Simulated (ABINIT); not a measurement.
# AlN (P6_3mc): G0W0 with ABINIT, start to end, part 2 of 3

How does a plane-wave GW calculation on AlN (P6_3mc) run from the first input to the gap?

ABINIT 10.8.3; PBE and many-body steps on it, plane waves. Known limits of the many-body steps: not at the basis limit.

So far. Step 2 (Ground state): The gap is direct, at Γ.

The database entry behind the starting cell differs from later determinations by our own check (inner coordinate u about 0.002 short), so it need not match the best structure at ambient conditions.

### 3. Bands along the symmetry lines

Level of this step: DFT, PBE, plane waves, norm-conserving pseudopotentials (ABINIT).

The cheap functional maps the bands first; the places of the edges decide which points the dearer methods must see.

run.abi

```
acell 3*1.0 Angstrom
rprim 
  3.113000000011 -0.000000000003 0.000000000000
  -1.556500000003 2.695937081992 0.000000000000
  0.000000000000 0.000000000000 4.981000000000
ntypat 2
znucl 13 7
natom 4
typat 1 1 2 2
xred 
  0.333333333333 0.666666666667 0.000000000000
  0.666666666667 0.333333333333 0.500000000000
  0.333333333333 0.666666666667 0.380000000000
  0.666666666667 0.333333333333 0.880000000000
pp_dirpath "pseudos"
pseudos "Al.upf, N.upf"
ecut 36
iscf -2
irdden 1
kptopt 0
nkpt 75
kpt 
  0.00000000 0.00000000 0.00000000
  0.06250000 0.00000000 0.00000000
  0.12500000 0.00000000 0.00000000
  0.18750000 0.00000000 0.00000000
  0.25000000 0.00000000 0.00000000
  0.31250000 0.00000000 0.00000000
  0.37500000 0.00000000 0.00000000
  0.43750000 0.00000000 0.00000000
  0.50000000 0.00000000 0.00000000
  0.47916667 0.04166667 0.00000000
  0.45833333 0.08333333 0.00000000
  0.43750000 0.12500000 0.00000000
  0.41666666 0.16666666 0.00000000
  0.39583333 0.20833333 0.00000000
  0.37500000 0.25000000 0.00000000
  0.35416666 0.29166666 0.00000000
  0.33333333 0.33333333 0.00000000
  0.29166666 0.29166666 0.00000000
  0.25000000 0.25000000 0.00000000
  0.20833333 0.20833333 0.00000000
  0.16666666 0.16666666 0.00000000
  0.12500000 0.12500000 0.00000000
  0.08333333 0.08333333 0.00000000
  0.04166667 0.04166667 0.00000000
  0.00000000 0.00000000 0.00000000
  0.00000000 0.00000000 0.06250000
  0.00000000 0.00000000 0.12500000
  0.00000000 0.00000000 0.18750000
  0.00000000 0.00000000 0.25000000
  0.00000000 0.00000000 0.31250000
  0.00000000 0.00000000 0.37500000
  0.00000000 0.00000000 0.43750000
  0.00000000 0.00000000 0.50000000
  0.06250000 0.00000000 0.50000000
  0.12500000 0.00000000 0.50000000
  0.18750000 0.00000000 0.50000000
  0.25000000 0.00000000 0.50000000
  0.31250000 0.00000000 0.50000000
  0.37500000 0.00000000 0.50000000
  0.43750000 0.00000000 0.50000000
  0.50000000 0.00000000 0.50000000
  0.47916667 0.04166667 0.50000000
  0.45833333 0.08333333 0.50000000
  0.43750000 0.12500000 0.50000000
  0.41666666 0.16666666 0.50000000
  0.39583333 0.20833333 0.50000000
  0.37500000 0.25000000 0.50000000
  0.35416666 0.29166666 0.50000000
  0.33333333 0.33333333 0.50000000
  0.29166666 0.29166666 0.50000000
  0.25000000 0.25000000 0.50000000
  0.20833333 0.20833333 0.50000000
  0.16666666 0.16666666 0.50000000
  0.12500000 0.12500000 0.50000000
  0.08333333 0.08333333 0.50000000
  0.04166667 0.04166667 0.50000000
  0.00000000 0.00000000 0.50000000
  0.50000000 0.00000000 0.50000000
  0.50000000 0.00000000 0.43750000
  0.50000000 0.00000000 0.37500000
  0.50000000 0.00000000 0.31250000
  0.50000000 0.00000000 0.25000000
  0.50000000 0.00000000 0.18750000
  0.50000000 0.00000000 0.12500000
  0.50000000 0.00000000 0.06250000
  0.50000000 0.00000000 0.00000000
  0.33333333 0.33333333 0.50000000
  0.33333333 0.33333333 0.43750000
  0.33333333 0.33333333 0.37500000
  0.33333333 0.33333333 0.31250000
  0.33333333 0.33333333 0.25000000
  0.33333333 0.33333333 0.18750000
  0.33333333 0.33333333 0.12500000
  0.33333333 0.33333333 0.06250000
  0.33333333 0.33333333 0.00000000
istwfk *1
nband 15
nbdbuf 2
tolwfr 1e-08
nstep 40
prtwf 0
prtvol 0
indata_prefix "in"
outdata_prefix "out"
tmpdata_prefix "tmp"
```

Launch:

```bash
$ OMP_NUM_THREADS=1 mpirun -n 8 abinit run.abi > log
```

Numbers of over 12 decimals in the logs are rounded to 6 here.

Log:

```text
.Version 10.8.3 of ABINIT. v10.8.2 released Aug 2026.

 Symmetries : space group P6_3 m c (#186); Bravais hP (primitive hexag.)
[... echo of the input left out ...]
== DATASET  1 ==================================================================
-   mpi_nproc: 8, omp_nthreads: 1 (-1 if OMP is not activated)

--- !DatasetInfo
iteration_state: {dtset: 1, }
dimensions: {natom: 4, nkpt: 75, mband: 15, nsppol: 1, nspinor: 1, nspden: 1, mpw: 2937, }
cutoff_energies: {ecut:  36.0, pawecutdg:  -1.0, }
electrons: {nelect:   1.60000000E+01, charge:   0.00000000E+00, occopt:   1.00000000E+00, tsmear:   1.00000000E-02, }

 Real(R)+Recip(G) space primitive vectors, cartesian coordinates (Bohr,Bohr^-1):
 R(1)=  5.8827174  0.0000000  0.0000000  G(1)=  0.1699895  0.0981435  0.0000000
 R(2)= -2.9413587  5.0945827  0.0000000  G(2)=  0.0000000  0.1962869  0.0000000
 R(3)=  0.0000000  0.0000000  9.4127258  G(3)=  0.0000000  0.0000000  0.1062392
 Unit cell volume ucvol=  2.8209931E+02 bohr^3
 Angles (23,13,12)=  9.00000000E+01  9.00000000E+01  1.20000000E+02 degrees

 getcut: wavevector=  0.0000  0.0000  0.0000  ngfft=  32  32  54
         ecut(hartree)=     36.000   => boxcut(ratio)=   2.01398

--- Pseudopotential description ------------------------------------------------
- Al Generated using ONCVPSP code by D. R. Hamann
- 13.00000   3.00000  171031                  znucl, zion, pspdat
12 -101130 2 -1 1876                          pspcod,pspxc,lmax,lloc,mmax
     nproj     2     2     2
  pspatm : epsatm=    4.08140545
         --- l  ekb(1:nproj) -->
             0    5.126667    0.728291
             1    7.287548    0.832437
             2   -2.770497   -0.637722
 pspatm: atomic psp has been read  and splines computed

- N Generated using ONCVPSP code by D. R. Hamann
-  7.00000   5.00000  171031                  znucl, zion, pspdat
12 -101130 1 -1 1058                          pspcod,pspxc,lmax,lloc,mmax
     nproj     2     2     0
  pspatm : epsatm=    5.20977870
         --- l  ekb(1:nproj) -->
[...]
pspatm: atomic psp has been read  and splines computed

--------------------------------------------------------------------------------

================================================================================
 prteigrs : about to open file out_EIG
 Non-SCF case, kpt    1 (  0.00000  0.00000  0.00000), residuals and eigenvalues=
  1.35E-09  4.38E-09  3.93E-09  2.05E-09  5.49E-09  1.86E-09  4.78E-09  7.86E-09
  2.98E-09  4.96E-09  7.19E-09  9.62E-09  7.48E-09  1.71E-07  1.65E-08
 -3.6127E-01 -2.8223E-01 -2.4254E-02  1.6476E-01  1.6476E-01  1.8869E-01
  1.8869E-01  1.9530E-01  3.5040E-01  4.4063E-01  5.8456E-01  6.0656E-01
[...]
Non-SCF case, kpt    2 (  0.06250  0.00000  0.00000), residuals and eigenvalues=
  8.26E-09  8.40E-09  3.03E-09  4.39E-09  2.18E-09  4.03E-09  2.76E-09  8.04E-09
[...]
Non-SCF case, kpt   74 (  0.33333  0.33333  0.06250), residuals and eigenvalues=
[...]
Non-SCF case, kpt   75 (  0.33333  0.33333  0.00000), residuals and eigenvalues=
[...]
-2.6958E-01 -2.6958E-01  1.9329E-02  5.7384E-02  5.7384E-02  1.0651E-01
  1.0816E-01  1.0816E-01  3.8180E-01  5.0314E-01  5.5167E-01  5.5167E-01
[...]
--- !ResultsGS
iteration_state: {dtset: 1, }
comment   : Summary of ground state results
lattice_vectors:
- [  5.8827174,  -0.0000000,   0.0000000, ]
- [ -2.9413587,   5.0945827,   0.0000000, ]
- [  0.0000000,   0.0000000,   9.4127258, ]
lattice_lengths: [   5.88272,    5.88272,    9.41273, ]
lattice_angles: [ 90.000,  90.000, 120.000, ] # degrees, (23, 13, 12)
lattice_volume:   2.8209931E+02
convergence: {deltae:  0.000E+00, res2:  0.000E+00, residm:  9.988E-09, diffor:  0.000E+00, }
etotal    :  -2.55880884E+01
entropy   :   0.00000000E+00
fermie    :   1.95302428E-01
cartesian_stress_tensor: null
pressure_GPa: null
xred      :
- [  3.3333E-01,   6.6667E-01,   1.1102E-16, Al]
- [  6.6667E-01,   3.3333E-01,   5.0000E-01, Al]
- [  3.3333E-01,   6.6667E-01,   3.8000E-01,  N]
- [  6.6667E-01,   3.3333E-01,   8.8000E-01,  N]
cartesian_forces: null
force_length_stats: {min: null, max: null, mean: null, }

 Integrated electronic density in atomic spheres:
 ------------------------------------------------
 Atom  Sphere_radius  Integrated_density
[...]
================================================================================

 ----iterations are completed or convergence reached----

 Mean square residual over all n,k,spin=   48.190E-10; max=  99.876E-10
 reduced coordinates (array xred) for    4 atoms
[...]
0.333333333333      0.666666666667      0.380000000000
       0.666666666667      0.333333333333      0.880000000000

 cartesian coordinates (angstrom) at end:
    1      1.67e-12     1.797291     0.000000
    2      1.556500     0.898646     2.490500
    3      1.67e-12     1.797291     1.892780
    4      1.556500     0.898646     4.383280
 length scales=  1.889726125908  1.889726125908  1.889726125908 bohr
              =  1.000000000000  1.000000000000  1.000000000000 angstroms
 prteigrs : about to open file out_EIG
 Eigenvalues (hartree) for nkpt=  75  k points:
 kpt#   1, nband= 15, wtk=  1.00000, kpt=  0.0000  0.0000  0.0000 (reduced coord)
[...]
kpt#   2, nband= 15, wtk=  1.00000, kpt=  0.0625  0.0000  0.0000 (reduced coord)
[...]
kpt#   3, nband= 15, wtk=  1.00000, kpt=  0.1250  0.0000  0.0000 (reduced coord)
[...]
kpt#  74, nband= 15, wtk=  1.00000, kpt=  0.3333  0.3333  0.0625 (reduced coord)
  -0.26951   -0.26951    0.01992    0.05462    0.05462    0.10520    0.11158    0.11158
   0.38397    0.50288    0.54836    0.54836    0.62090    0.62090    0.67785
 kpt#  75, nband= 15, wtk=  1.00000, kpt=  0.3333  0.3333  0.0000 (reduced coord)
  -0.26958   -0.26958    0.01933    0.05738    0.05738    0.10651    0.10816    0.10816
   0.38180    0.50314    0.55167    0.55167    0.61993    0.61993    0.67792

== END DATASET(S) ==============================================================
================================================================================

 -outvars: echo values of variables after computation  --------
            nband          15
             nkpt          75
          spgroup         186
 [... the other variables as echoed above ...]

 Calculation completed.
```

Wall time 7.4 s (8 MPI ranks of Arm Neoverse V1, shared host); peak memory 0.51 GiB.

This step gave:

```yaml
gap: 4.220 eV
k_of_the_valence_top: 0, 0, 0
k_of_the_conduction_bottom: 0, 0, 0
least_direct_gap: 4.220 eV
```

The gap is 4.220 eV, as in the run before at this level.

Electronic bands along the path, in eV, zero at the top of the highest filled band; v1 is the highest filled band, c1 the lowest empty one:

```
    point     v4     v3     v2     v1    c1    c2     c3     c4
        Γ  -0.83  -0.18  -0.18   0.00  4.22  6.68  10.59  11.19
        M  -3.33  -2.06  -1.77  -0.66  5.83  5.84   8.21  10.30
        K  -3.75  -2.42  -2.37  -2.37  5.07  8.38   9.70   9.70
        Γ  -0.83  -0.18  -0.18   0.00  4.22  6.68  10.59  11.19
        A  -0.51  -0.51  -0.51  -0.51  6.47  6.47  10.35  10.35
        L  -1.44  -1.44  -1.35  -1.35  5.34  5.34   9.32   9.32
        H  -3.83  -3.83  -0.78  -0.78  7.44  7.44   7.88   7.88
        A  -0.51  -0.51  -0.51  -0.51  6.47  6.47  10.35  10.35
jump to L  -1.44  -1.44  -1.35  -1.35  5.34  5.34   9.32   9.32
        M  -3.33  -2.06  -1.77  -0.66  5.83  5.84   8.21  10.30
jump to H  -3.83  -3.83  -0.78  -0.78  7.44  7.44   7.88   7.88
        K  -3.75  -2.42  -2.37  -2.37  5.07  8.38   9.70   9.70
```

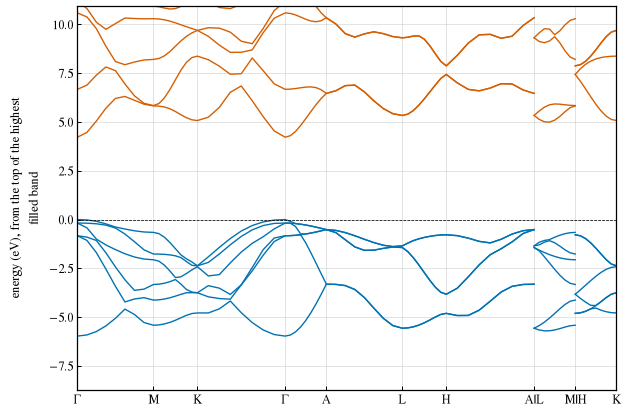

Electronic bands along the path; lines of filled and empty bands in two colours.

### 4. Empty states on the mesh, 6×6×4 mesh, 110 bands

The sums over transitions need many empty states on a uniform mesh; this step solves for them.

run.abi

```
acell 3*1.0 Angstrom
rprim 
  3.113000000011 -0.000000000003 0.000000000000
  -1.556500000003 2.695937081992 0.000000000000
  0.000000000000 0.000000000000 4.981000000000
ntypat 2
znucl 13 7
natom 4
typat 1 1 2 2
xred 
  0.333333333333 0.666666666667 0.000000000000
  0.666666666667 0.333333333333 0.500000000000
  0.333333333333 0.666666666667 0.380000000000
  0.666666666667 0.333333333333 0.880000000000
pp_dirpath "pseudos"
pseudos "Al.upf, N.upf"
ecut 36
ngkpt 6 6 4
nshiftk 1
shiftk 0 0 0
kptopt 1
chksymbreak 0
irdden 1
istwfk *1
nband 110
prtvol 0
optdriver 6
gwr_task "HDIAGO"
paral_kgb 0
occopt 1
indata_prefix "in"
outdata_prefix "out"
tmpdata_prefix "tmp"
```

Log:

```text
[banner, memory and clock lines left out]
.Version 10.8.3 of ABINIT. v10.8.2 released Aug 2026.

 Symmetries : space group P6_3 m c (#186); Bravais hP (primitive hexag.)
[... echo of the input left out ...]
== DATASET  1 ==================================================================
-   mpi_nproc: 8, omp_nthreads: 1 (-1 if OMP is not activated)

--- !DatasetInfo
iteration_state: {dtset: 1, }
dimensions: {natom: 4, nkpt: 21, mband: 110, nsppol: 1, nspinor: 1, nspden: 1, mpw: 2934, }
cutoff_energies: {ecut:  36.0, pawecutdg:  -1.0, }
electrons: {nelect:   1.60000000E+01, charge:   0.00000000E+00, occopt:   1.00000000E+00, tsmear:   1.00000000E-02, }

.Using double precision arithmetic; gwpc =  8

- Reading GS density from: in_DEN

--- Pseudopotential description ------------------------------------------------
- Al Generated using ONCVPSP code by D. R. Hamann
- 13.00000   3.00000  171031                  znucl, zion, pspdat
12 -101130 2 -1 1876                          pspcod,pspxc,lmax,lloc,mmax
     nproj     2     2     2
  pspatm : epsatm=    4.08140545
         --- l  ekb(1:nproj) -->
             0    5.126667    0.728291
             1    7.287548    0.832437
             2   -2.770497   -0.637722
 pspatm: atomic psp has been read  and splines computed

- N Generated using ONCVPSP code by D. R. Hamann
-  7.00000   5.00000  171031                  znucl, zion, pspdat
12 -101130 1 -1 1058                          pspcod,pspxc,lmax,lloc,mmax
     nproj     2     2     0
  pspatm : epsatm=    5.20977870
         --- l  ekb(1:nproj) -->
             0    7.494509    0.636305
             1   -4.293905   -1.006988
 pspatm: atomic psp has been read  and splines computed

   2.97317893E+02                                ecore*ucvol(ha*bohr**3)

 Total charge density [el/Bohr^3]
)     Maximum=    5.3940E-01  at reduced coord.    0.7813    0.4063    0.8889
)     Minimum=    1.6705E-03  at reduced coord.    0.3125    0.6563    0.0000
   Integrated=    1.6000E+01

 === KS gaps after direct diagonalization ===
 Direct band gap semiconductor
 Fundamental gap:     4.220 (eV)
   VBM:     5.314 (eV) at k: [ 0.0000E+00,  0.0000E+00,  0.0000E+00]
   CBM:     9.535 (eV) at k: [ 0.0000E+00,  0.0000E+00,  0.0000E+00]
 Direct gap:         4.220 (eV) at k: [ 0.0000E+00,  0.0000E+00,  0.0000E+00]

== END DATASET(S) ==============================================================

 -outvars: echo values of variables after computation  --------
           etotal      0.0000000000E+00
            nband         110
             nkpt          21
          spgroup         186
 [... the other variables as echoed above ...]

 Calculation completed.
```

Wall time 54 s (8 MPI ranks); peak memory 4.1 GiB.

Numbers from this step:

- gap: 4.220 eV
- k of the valence top: 0, 0, 0
- k of the conduction bottom: 0, 0, 0
- least direct gap: 4.220 eV
- k points computed: 21
- lowest point of the top converged band, above the valence top: 84.0306 eV

On this mesh the gap is 4.220 eV.

### 5. Screening, 6×6×4 mesh, 102 bands, screening to 163.3 eV

The RPA dielectric matrix is built and inverted for each q.

This step: RPA screening on PBE, plane waves, norm-conserving pseudopotentials.

Edit run.abi of step 4 so:

```diff
@@ -22,10 +22,11 @@
 chksymbreak 0
-irdden 1
 istwfk *1
-nband 110
-prtvol 0
-optdriver 6
-gwr_task "HDIAGO"
-paral_kgb 0
 occopt 1
+irdwfk 1
+optdriver 3
+nband 102
+ecuteps 6
+inclvkb 2
+awtr 1
+symchi 1
 indata_prefix "in"
```

Log:

```text
.Version 10.8.3 of ABINIT. v10.8.2 released Aug 2026.

 Symmetries : space group P6_3 m c (#186); Bravais hP (primitive hexag.)
[... echo of the input left out ...]
== DATASET  1 ==================================================================
-   mpi_nproc: 8, omp_nthreads: 1 (-1 if OMP is not activated)

--- !DatasetInfo
iteration_state: {dtset: 1, }
dimensions: {natom: 4, nkpt: 21, mband: 102, nsppol: 1, nspinor: 1, nspden: 1, mpw: 2934, }
cutoff_energies: {ecut:  36.0, pawecutdg:  -1.0, }
electrons: {nelect:   1.60000000E+01, charge:   0.00000000E+00, occopt:   1.00000000E+00, tsmear:   1.00000000E-02, }

 SCREENING: Calculation of the susceptibility and dielectric matrices

 Based on a program developped by R.W. Godby, V. Olevano, G. Onida, and L. Reining.
 Incorporated in ABINIT by V. Olevano, G.-M. Rignanese, and M. Torrent.
.Using double precision arithmetic ; gwpc =  8

[... cell and pseudopotentials left out ...]
--------------------------------------------------------------------------------

 ==== K-mesh for the wavefunctions ====
 Number of points in the irreducible wedge :    21
[... list of points left out ...]
 Together with 12 symmetry operations and time-reversal symmetry
 yields   144 points in the full Brillouin Zone.

 ==== Q-mesh for the screening function ====
 Number of points in the irreducible wedge :    21
[... list of points left out ...]
 Together with 12 symmetry operations and time-reversal symmetry
 yields   144 points in the full Brillouin Zone.

 setmesh: FFT mesh size selected  =    20x   20x   36
          total number of points  =        14400

 vcoul_init : cutoff-mode = AUXILIARY_FUNCTION
 q-points for optical limit:   1
     1)      0.000010    0.000020    0.000030

- screening: taking advantage of time-reversal symmetry
- Maximum band index for partially occupied states nbvw = 8
- Remaining bands to be divided among processors   nbcw = 94
- Number of bands treated by each node ~11

 Number of electrons calculated from density =   16.0000; Expected =   16.0000
 average of density, n =  0.056718
 r_s =    1.6146
 omega_plasma =   22.9728 [eV]

 calculating chi0 at frequencies [eV] :
  1    0.000000E+00    0.000000E+00
  2    0.000000E+00    2.297283E+01

--------------------------------------------------------------------------------
  q-point number  1        q = ( 0.000000, 0.000000, 0.000000) [r.l.u.]
--------------------------------------------------------------------------------
[... chi0 elements left out ...]
 For q-point:  0.000010 0.000020 0.000030
  dielectric constant =   4.2153
  dielectric constant without local fields =   4.6411

  Average fulfillment of the sum rule on Im[epsilon] for q-point    1 :     80.33  [%]
[... wings left out ...]
  q-point number  2        q = ( 0.166667, 0.000000, 0.000000) [r.l.u.]
--------------------------------------------------------------------------------
[... chi0 elements left out ...]
  Average fulfillment of the sum rule on Im[epsilon] for q-point    2 :     89.01  [%]

 [... 19 further q-points ...]
```

Wall time 48 s (8 MPI ranks); peak memory 1.6 GiB.

This step gave:

| Quantity | Value |
| --- | --- |
| ε∞ with local fields, on this mesh, along the program's q direction | 4.215 |
| the same without local fields | 4.641 |
| plasma frequency | 22.97 eV |
| plane waves in the screening matrix | 197 |

Local fields lower ε∞ by 9 %.

(Continued in part 3 of 3.)

[Paths, hosts, dates, memory and timing lines, banners, echoed tables and standing remarks are left out of the program output.]

[Logs are printed without paths, hosts, clocks, repeated set-up lines and the standing remarks that a program may print on its own settings, such as how far it seeks lower states.]

[Runs of the session that timed out or met a known fault of the program may be left out.]

[Hosts, paths, dates, database ids (printed as entryN), source tags and the programs' standing remarks are cut or masked in the printed files.]

[G0W0 gaps are taken among the corrected bands and points alone; a level outside them can change the order at an edge.]

[Where Ansatz stands beside ABINIT at settings called matched, ABINIT's density can come from a denser mesh and the files from another edition; pairs whose starting gaps differed by over 0.03 eV were left out, so agreement reads better than it is.]
